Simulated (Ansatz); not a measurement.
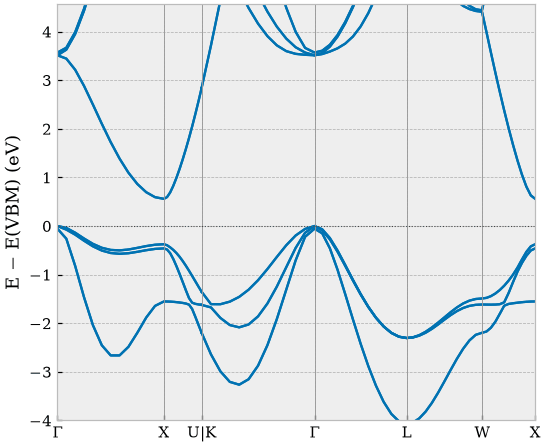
Figure: Band structure from DFT-r²SCAN with spin–orbit coupling in the program Ansatz with PAW potentials

Task: Read off the gap and where the band edges lie.

Result: About 0.6 eV (0.56 eV by a search for the band edges); maximum at Γ, minimum at X.

The material is YN (rock salt, Fm-3m).

Symmetry was held in the r²SCAN relaxation. No spin polarisation was allowed.

Potentials: the earlier of the program's two PAW sets.
